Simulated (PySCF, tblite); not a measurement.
# C5H7ClSSi: geometry, infrared bands and NMR shifts

What infrared bands and NMR shifts should C5H7ClSSi (`C#C[Si@H](Cl)S/C=C\C`) show?

Programs: tblite 0.8.0 and PySCF 2.14.0, with density-fitted response routines of our own. Each step states its level of theory. These are calculated values for one molecule in the gas phase, unless marked as measured. Atoms count from 0, in the outputs and in this text.

### Step 1. Starting geometry

15 atoms, charge 0, multiplicity 1; geometry from: force field or distance geometry start.

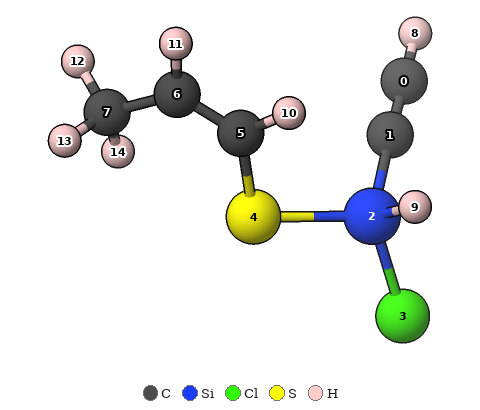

The starting geometry (carbon dark grey, silicon blue, chlorine green, sulfur yellow, hydrogen pink), atoms numbered.

### Step 2. Optimising the geometry with GFN2-xTB

What the job is given:

```
{"job": {"kind": "relax", "xc": "GFN2-xTB", "basis": "xTB"}, "charge": 0, "multiplicity": 1}
C      3.247500     1.306200     0.385700
C      2.724400     0.216100     0.216100
Si     1.987900    -1.437400    -0.019600
Cl     3.150400    -2.569100    -1.306400
S     -0.048700    -1.226200    -0.749800
C     -0.953000    -0.430400     0.571400
C     -1.963400     0.390300     0.383700
C     -2.515800     0.783400    -0.913800
H      3.675000     2.262700     0.540500
H      1.849600    -2.112200     1.298800
H     -0.641600    -0.634100     1.603500
H     -2.450300     0.818300     1.280900
H     -2.799500     1.852400    -0.958200
H     -3.456800     0.217700    -1.142900
H     -1.809900     0.570300    -1.728800
```

The run is started by

```console
$ OMP_NUM_THREADS=1 python probes_run.py task.json out
```

The driver reads the jobs from task.json and runs them one after another.

The program printed:

```text
step      E/eV     max force
  0    -646.37026    2.349
  1    -646.36058    5.354
  2    -646.46143    1.114
  3    -646.48021    0.646
  4    -646.49235    0.396
  5    -646.50739    0.357
  6    -646.51658    0.364
  7    -646.52434    0.225
  8    -646.52952    0.197
  9    -646.53334    0.178
 10    -646.53693    0.209
 11    -646.53979    0.166
 12    -646.54203    0.128
 13    -646.54399    0.147
 14    -646.54594    0.133
 15    -646.54777    0.120
 16    -646.54891    0.084
 17    -646.54945    0.073
 18    -646.54983    0.052
 19    -646.55020    0.056
 20    -646.55053    0.050
 21    -646.55075    0.039
 22    -646.55092    0.034
 23    -646.55110    0.032
 24    -646.55136    0.059
 25    -646.55173    0.081
 26    -646.55219    0.081
 27    -646.55262    0.053
 28    -646.55295    0.043
 29    -646.55322    0.041
 30    -646.55350    0.038
 31    -646.55379    0.045
 32    -646.55405    0.041
 33    -646.55427    0.037
 34    -646.55446    0.040
 35    -646.55469    0.041
 36    -646.55495    0.051
 37    -646.55517    0.037
 38    -646.55535    0.036
 39    -646.55553    0.041
 40    -646.55574    0.047
 41    -646.55598    0.048
 42    -646.55618    0.030
 43    -646.55631    0.032
 44    -646.55642    0.031
 45    -646.55656    0.048
 46    -646.55673    0.048
 47    -646.55688    0.034
 48    -646.55699    0.038
 49    -646.55709    0.036
 50    -646.55721    0.035
 51    -646.55733    0.034
 52    -646.55742    0.025
 53    -646.55747    0.022
 54    -646.55752    0.018
 55    -646.55759    0.025
 56    -646.55768    0.027
 57    -646.55775    0.022
 58    -646.55780    0.023
 59    -646.55785    0.024
 60    -646.55792    0.029
 61    -646.55802    0.035
 62    -646.55817    0.047
 63    -646.55835    0.052
 64    -646.55857    0.047
 65    -646.55882    0.047
 66    -646.55910    0.050
 67    -646.55935    0.047
 68    -646.55958    0.062
 69    -646.55983    0.065
 70    -646.56015    0.066
 71    -646.56038    0.072
 72    -646.56068    0.042
 73    -646.56087    0.039
 74    -646.56110    0.039
 75    -646.56127    0.055
 76    -646.56171    0.067
 77    -646.56207    0.046
 78    -646.56222    0.045
 79    -646.56232    0.036
 80    -646.56242    0.025
 81    -646.56260    0.025
 82    -646.56280    0.035
 83    -646.56302    0.028
 84    -646.56319    0.030
 85    -646.56334    0.025
 86    -646.56348    0.024
 87    -646.56361    0.034
 88    -646.56370    0.028
 89    -646.56383    0.027
 90    -646.56395    0.023
 91    -646.56405    0.019
 92    -646.56413    0.020
 93    -646.56422    0.019
 94    -646.56430    0.023
 95    -646.56442    0.024
 96    -646.56454    0.022
 97    -646.56462    0.022
 98    -646.56467    0.021
 99    -646.56471    0.023
100    -646.56475    0.021
101    -646.56480    0.015
102    -646.56483    0.015
103    -646.56486    0.011
104    -646.56488    0.013
105    -646.56489    0.032
106    -646.56491    0.018
107    -646.56493    0.013
108    -646.56499    0.017
109    -646.56504    0.018
110    -646.56511    0.019
111    -646.56517    0.022
112    -646.56522    0.027
113    -646.56533    0.040
114    -646.56556    0.039
115    -646.56605    0.077
116    -646.56615    0.146
117    -646.56700    0.097
118    -646.56734    0.056
119    -646.56759    0.045
120    -646.56767    0.032
121    -646.56774    0.025
122    -646.56786    0.018
123    -646.56791    0.014
124    -646.56796    0.012
125    -646.56798    0.012
126    -646.56802    0.011
127    -646.56805    0.014
128    -646.56808    0.011
129    -646.56809    0.009
```

It took 0.96 s on 1 thread of Arm Neoverse V2, shared host; peak memory 0.17 GiB.

Relaxation path: (not every step is listed) (the energy doesn't fall at every step)

| step | energy from step 0 (eV) | largest force (eV/Å) |
| --- | --- | --- |
| 0 | 0.0000 | 2.3494 |
| 1 | 0.0097 | 5.3544 |
| 2 | -0.0912 | 1.1143 |
| 3 | -0.1100 | 0.6458 |
| 4 | -0.1221 | 0.3959 |
| 5 | -0.1371 | 0.3570 |
| 6 | -0.1463 | 0.3642 |
| 7 | -0.1541 | 0.2250 |
| 8 | -0.1593 | 0.1971 |
| 19 | -0.1799 | 0.0560 |
| 30 | -0.1832 | 0.0384 |
| 41 | -0.1857 | 0.0480 |
| 52 | -0.1872 | 0.0248 |
| 63 | -0.1881 | 0.0518 |
| 74 | -0.1908 | 0.0390 |
| 85 | -0.1931 | 0.0247 |
| 96 | -0.1943 | 0.0219 |
| 107 | -0.1947 | 0.0127 |
| 118 | -0.1971 | 0.0558 |
| 124 | -0.1977 | 0.0121 |
| 125 | -0.1977 | 0.0116 |
| 126 | -0.1978 | 0.0115 |
| 127 | -0.1978 | 0.0137 |
| 128 | -0.1978 | 0.0106 |
| 129 | -0.1978 | 0.0091 |

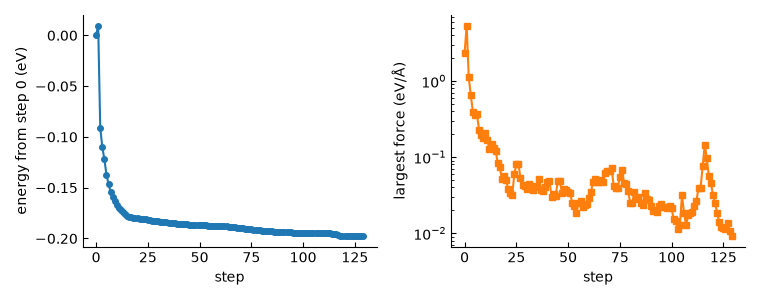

Energy and force, step by step.

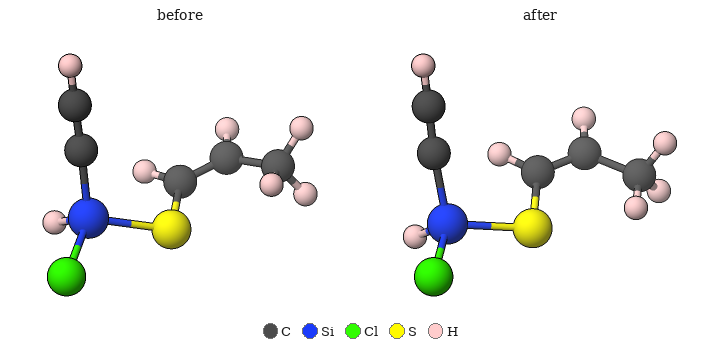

The geometry before (left) and after (right).

Close pairs (by a distance rule), those that changed most:

| bond | before (Å) | after (Å) | change (Å) |
| --- | --- | --- | --- |
| Si2–Cl3 | 2.071 | 2.009 | -0.062 |
| C7–H13 | 1.122 | 1.090 | -0.032 |
| Si2–H9 | 1.488 | 1.458 | -0.030 |
| C6–C7 | 1.464 | 1.489 | +0.025 |
| C6–H11 | 1.107 | 1.082 | -0.025 |
| C1–Si2 | 1.825 | 1.849 | +0.023 |
| C5–H10 | 1.097 | 1.078 | -0.019 |
| S4–C5 | 1.788 | 1.769 | -0.019 |

The next job starts from the end point, and lists it.

### Step 3. Vibrational analysis with GFN2-xTB

What the job is given:

```
{"job": {"kind": "ir", "xc": "GFN2-xTB", "basis": "xTB"}, "charge": 0, "multiplicity": 1}
C      3.098325     1.183499     0.733771
C      2.697569     0.088211     0.440043
Si     1.951039    -1.531970    -0.045078
Cl     3.038510    -2.446357    -1.464952
S      0.006118    -1.101489    -0.877134
C     -0.664051    -0.081795     0.404186
C     -1.801071     0.587490     0.285489
C     -2.677497     0.598745    -0.917935
H      3.469797     2.132755     0.994964
H      1.798217    -2.374644     1.134680
H     -0.070048    -0.044931     1.302594
H     -2.135281     1.181545     1.126283
H     -2.840997     1.622743    -1.251970
H     -3.649360     0.166992    -0.679668
H     -2.225685     0.027195    -1.724152
```

The program printed:

```text
mode    cm-1     km/mol
  1       8.8      0.35
  2      36.0      0.60
  3      67.9      0.22
  4      95.4      0.25
  5     111.6      0.52
  6     125.5      3.32
  7     167.0      1.76
  8     199.5      0.71
  9     273.8     20.91
 10     290.4     24.75
 11     368.0      3.30
 12     458.3     35.91
 13     526.7     98.63
 14     556.1     48.29
 15     621.4    207.89
 16     632.2    145.50
 17     683.5    112.60
 18     687.2     41.95
 19     703.3    126.98
 20     712.9     53.48
 21     753.1     22.66
 22     873.5      0.11
 23     981.2     25.85
 24    1040.2      0.74
 25    1084.7      0.58
 26    1227.4      0.51
 27    1294.8     58.95
 28    1399.3     20.14
 29    1469.4      3.72
 30    1473.9      2.02
 31    1683.2     13.34
 32    2202.5     46.74
 33    2274.1    181.52
 34    2998.3     20.61
 35    3013.6     29.75
 36    3044.1      2.97
 37    3057.5     46.45
 38    3083.3     24.57
 39    3357.8      0.20
```

Wall time 0.57 s (1 thread of Arm Neoverse V2, shared host); peak memory 0.17 GiB.

Which atoms move in the most intense modes:

| cm⁻¹ | km/mol | atoms |
| --- | --- | --- |
| 527 | 98.6 | Si2 44 %, Cl3 25 %, C6 10 % |
| 621 | 207.9 | H9 89 % |
| 632 | 145.5 | H9 83 % |
| 684 | 112.6 | H8 78 %, C0 15 % |
| 703 | 127.0 | Si2 43 %, C0 18 %, C1 12 % |
| 713 | 53.5 | H10 35 %, H11 30 % |
| 1295 | 59.0 | H11 35 %, H10 34 %, C5 16 %, C6 10 % |
| 2274 | 181.5 | H9 97 % |

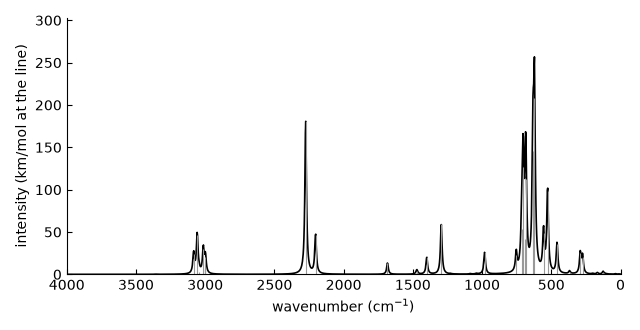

The infrared spectrum from these modes, unscaled. Lines are broadened to a width of 14 cm⁻¹ (Lorentzian).

### Step 4. NMR shieldings: PBE0/pcSseg-1

The job, as its differences from that of step 3:

```diff
@@ -1,2 +1,2 @@
-{"job": {"kind": "ir", "xc": "GFN2-xTB", "basis": "xTB"}, "charge": 0, "multiplicity": 1}
+{"job": {"kind": "nmr", "xc": "PBE0", "basis": "pcSseg-1"}, "charge": 0, "multiplicity": 1}
 C      3.098325     1.183499     0.733771
```

With the program's defaults for keys left out, this is: GIAO PBE0/pcSseg-1 NMR shielding, non-relativistic, gas phase.

The program printed:

```text
coarse grid: 14648 points
cycle   1  E = -1341.7807041911  dE =  9.523e-01  |g| = 4.971e-01  |ddm| = 3.796e+00
cycle   2  E = -1341.7649612348  dE =  1.574e-02  |g| = 5.548e-01  |ddm| = 1.174e+00
cycle   3  E = -1341.8452114852  dE = -8.025e-02  |g| = 8.450e-02  |ddm| = 6.762e-01
cycle   4  E = -1341.8466250056  dE = -1.414e-03  |g| = 4.960e-02  |ddm| = 1.279e-01
cycle   5  E = -1341.8471842878  dE = -5.593e-04  |g| = 1.633e-02  |ddm| = 4.542e-02
cycle   6  E = -1341.8472419536  dE = -5.767e-05  |g| = 6.243e-03  |ddm| = 1.621e-02
cycle   7  E = -1341.8472513909  dE = -9.437e-06  |g| = 1.729e-03  |ddm| = 5.927e-03
final grid: 129064 points
cycle   8  E = -1341.8976075688  dE = -2.815e-05  |g| = 8.834e-03  |ddm| = 2.955e-02
cycle   9  E = -1341.8975913598  dE =  1.621e-05  |g| = 1.155e-02  |ddm| = 1.946e-02
cycle  10  E = -1341.8976255213  dE = -3.416e-05  |g| = 2.161e-03  |ddm| = 1.253e-02
cycle  11  E = -1341.8976266377  dE = -1.116e-06  |g| = 6.362e-04  |ddm| = 1.879e-03
cycle  12  E = -1341.8976267348  dE = -9.710e-08  |g| = 1.373e-04  |ddm| = 6.616e-04
cycle  13  E = -1341.8976267392  dE = -4.478e-09  |g| = 4.205e-05  |ddm| = 1.544e-04
cycle  14  E = -1341.8976267397  dE = -4.211e-10  |g| = 1.599e-05  |ddm| = 5.438e-05
converged SCF energy = -1341.8976267397

GIAO shielding tensors (ppm)
atom      isotropic    diamagn.    paramagn.     s11        s22        s33       span
  0 C       82.200     258.436    -176.236      0.544      6.963    239.094    238.550
  1 C       98.404     264.359    -165.955     -0.245      5.758    289.700    289.945
  2 Si     365.793     877.512    -511.719    325.864    356.722    414.792     88.928
  3 Cl     948.733    1146.026    -197.293    899.022    945.335   1001.842    102.820
  4 S      564.590    1059.895    -495.305    400.918    545.999    746.853    345.934
  5 C       63.682     265.438    -201.756    -37.895     83.000    145.940    183.835
  6 C       53.542     255.775    -202.233    -60.977     60.482    161.121    222.097
  7 C      169.517     248.962     -79.445    153.250    172.616    182.684     29.434
  8 H       29.498      32.386      -2.888     24.320     24.935     39.239     14.919
  9 H       25.812      27.086      -1.274     22.317     23.786     31.333      9.016
 10 H       26.026      36.498     -10.471     21.668     26.178     30.232      8.564
 11 H       25.620      33.011      -7.391     23.009     24.794     29.059      6.050
 12 H       29.941      28.870       1.071     25.968     27.115     36.741     10.773
 13 H       29.955      27.705       2.250     25.915     27.016     36.935     11.021
 14 H       29.296      31.437      -2.141     23.660     31.353     32.875      9.215
```

It took 29 s on 1 thread of Arm Neoverse V2, shared host; peak memory 0.78 GiB.

The references, computed at this level on geometries of the same kind, shield at (ppm): ¹H TMS 31.72, ¹³C TMS 186.9, ²⁹Si TMS 349.2, ³³S CS2 504, ³⁵Cl HCl 950. Their shielding less the atom's gives the shift. The references are single molecules in the gas phase. Atoms listed in one row are averaged.

| atoms | environment | σ (ppm) | δ (ppm) | δ scaled to CDCl3 |
| --- | --- | --- | --- | --- |
| C6 | alkene CH | 53.5 | 133.4 | 128.3 |
| C5 | alkene CH | 63.7 | 123.2 | 114.0 |
| C0 | terminal alkyne carbon | 82.2 | 104.7 | 100.3 |
| C1 | alkyne carbon | 98.4 | 88.5 | 84.5 |
| C7 | allylic methyl carbon | 169.5 | 17.4 | 15.1 |
| H11 | hydrogen on an alkene CH | 25.62 | 6.10 | 5.85 |
| H9 | hydrogen on a silicon bonded to C, Cl, S | 25.81 | 5.90 | – |
| H10 | hydrogen on an alkene CH | 26.03 | 5.69 | 5.47 |
| H8 | hydrogen on a terminal alkyne carbon | 29.50 | 2.22 | 2.20 |
| H12, H13, H14 | hydrogen on an allylic methyl carbon | 29.73 | 1.99 | 1.98 |
| Si2 | silicon bonded to C, Cl, S, H | 365.8 | -16.6 | – |
| Cl3 | chlorine bonded to Si | 949 | 1 | – |
| S4 | sulfur bonded to C, Si | 565 | -61 | – |

The scaled column applies a straight-line fit of computed shieldings to shifts measured in CDCl3, with any fitted terms for Cl, Br or S neighbours (root-mean-square error 0.16 ppm for H, 1.9 ppm for C).

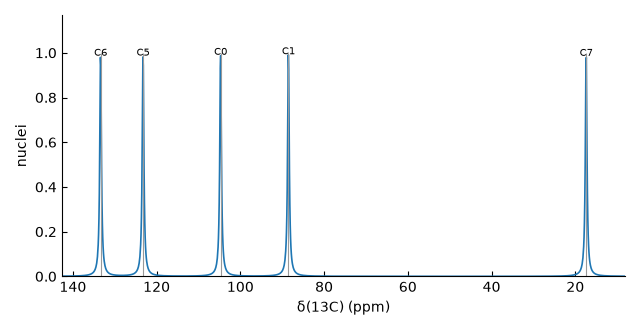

¹³C lines at the computed shifts, without couplings. Lines are broadened to a width of 0.46 ppm (Lorentzian).

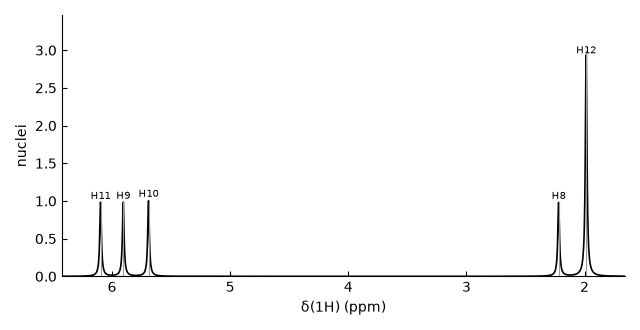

¹H lines at the computed shifts, without couplings. Lines are broadened to a width of 0.02 ppm (Lorentzian).

Charges from the same density, by scheme (e):

| atoms | Mulliken | IAO | Hirshfeld | ESP fit |
| --- | --- | --- | --- | --- |
| C0 | -0.16 | -0.16 | -0.06 | -0.33 |
| C1 | -0.19 | -0.35 | -0.16 | -0.07 |
| Si2 | 0.82 | 0.89 | 0.35 | 0.27 |
| Cl3 | -0.28 | -0.27 | -0.09 | -0.09 |
| S4 | -0.19 | -0.12 | -0.06 | -0.13 |
| C5 | -0.27 | -0.27 | -0.08 | -0.40 |
| C6 | -0.21 | -0.15 | -0.05 | 0.09 |
| C7 | -0.23 | -0.43 | -0.12 | -0.23 |

Mulliken charges:

C0 -0.16; C1 -0.19; Si2 0.82; Cl3 -0.28; S4 -0.19; C5 -0.27; C6 -0.21; C7 -0.23; H8 0.07; H9 -0.02; H10 0.15; H11 0.11; H12 0.13; H13 0.13; H14 0.14

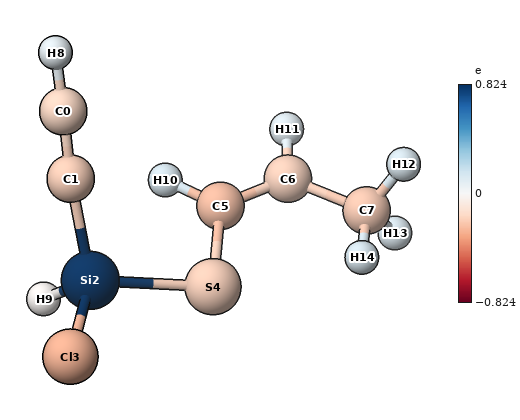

Mulliken charges, as colours on the atoms.

Mayer bond orders: C0–C1 2.56, C1–Si2 0.90, Si2–Cl3 1.03, Si2–S4 0.95, S4–C5 1.02, C5–C6 1.93, C6–C7 1.07.

### Step 5. Outcome

```
                                                              quantity                                value
                             strongest single infrared mode (GFN2-xTB)                 621 cm⁻¹, 208 km/mol
                                          zero-point energy (GFN2-xTB)                        62.4 kcal/mol
                                ¹³C shifts against TMS (PBE0/pcSseg-1)  133.4, 123.2, 104.7, 88.5, 17.4 ppm
¹H shifts against TMS (PBE0/pcSseg-1, means over atoms taken as alike)     6.10, 5.90, 5.69, 2.22, 1.99 ppm
                               ²⁹Si shifts against TMS (PBE0/pcSseg-1)                            -16.6 ppm
                               ³⁵Cl shifts against HCl (PBE0/pcSseg-1)                                1 ppm
                                ³³S shifts against CS2 (PBE0/pcSseg-1)                              -61 ppm
```

**Reading.** Relaxing lowered the energy by 0.198 eV in 129 steps; the close pair that moved most is Si2–Cl3, from 2.071 to 2.009 Å. No mode is imaginary among the 39: a minimum at this level. The strongest single mode, at 621 cm⁻¹, moves mainly H9. Unscaled tight-binding wavenumbers are off by several per cent, some by more. Its intensities can rank the bands wrongly. At PBE0/pcSseg-1: The widest tensor belongs to S4: span 346 ppm, with a paramagnetic part of -495 ppm.
